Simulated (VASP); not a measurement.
Shape and ions are relaxed at each volume.

Energy against volume of SnO$_{2}$ (rutile). Computed with rev-vdW-DF2, VASP's PBE PAW potentials (set 64) (plane waves; VASP 6.6.1).

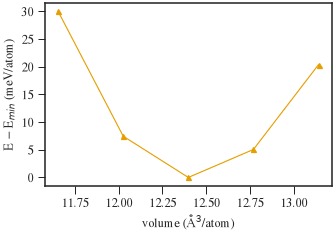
*Energy against volume*

Problem. Estimate the equilibrium volume and the bulk modulus.

Solution. The minimum lies near 12.4 Å³/atom, and the curvature gives B0 of about 180 GPa.

The compound is SnO2 in the rutile structure. It was relaxed first.
